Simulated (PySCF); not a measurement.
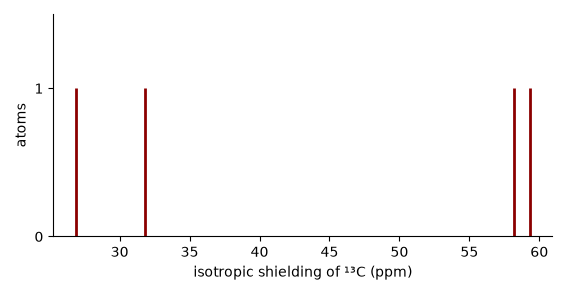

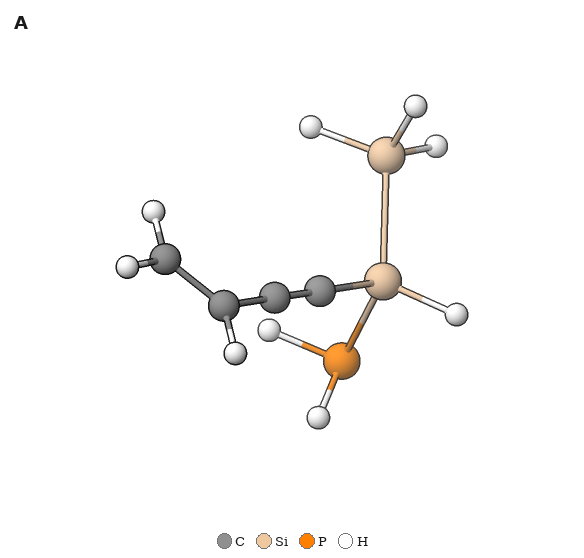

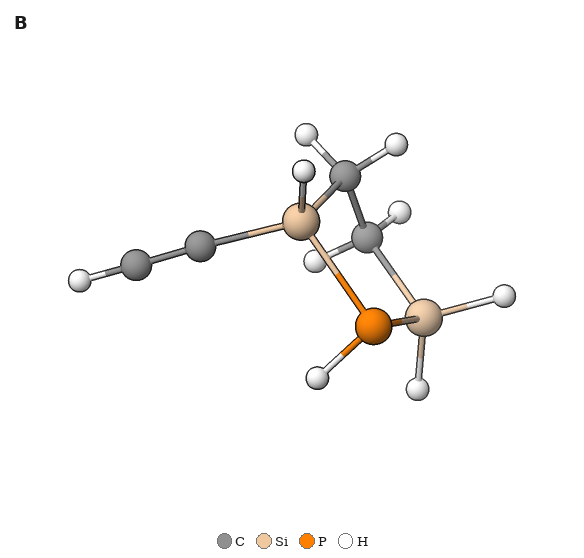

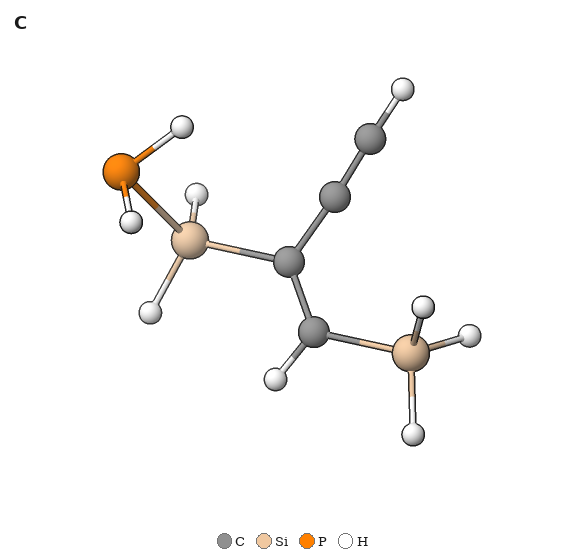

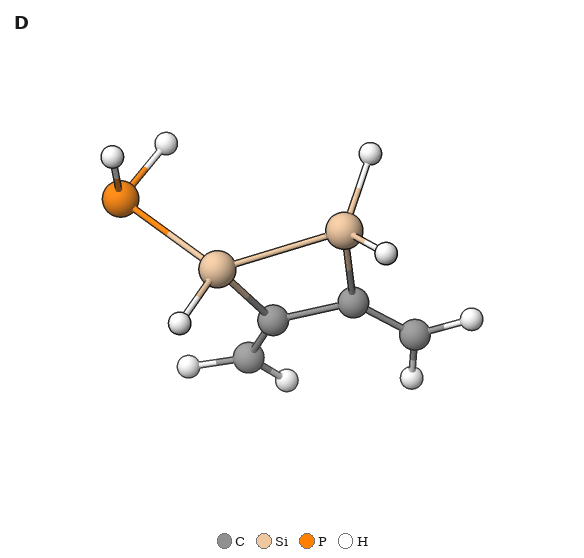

The sticks are computed shieldings of one of the molecules, for one fixed geometry (GFN2-xTB) without averaging over rotations. Low shielding means a high chemical shift. Method: GIAO PBE0/pcSseg-1 NMR shielding, non-relativistic, gas phase (PySCF 2.14.0).

### Which molecule gives this pattern?

D, `C=C1[SiH2][Si@@H](P)C1=C`. Its 4 C atoms give lines at 26.9, 31.8, 58.2, 59.3 ppm.

The geometry is semi-empirical. Around P, Si such bond lengths and angles can be off by a tenth of an ångström or more and by several degrees, and values that hang on the shape move with them.
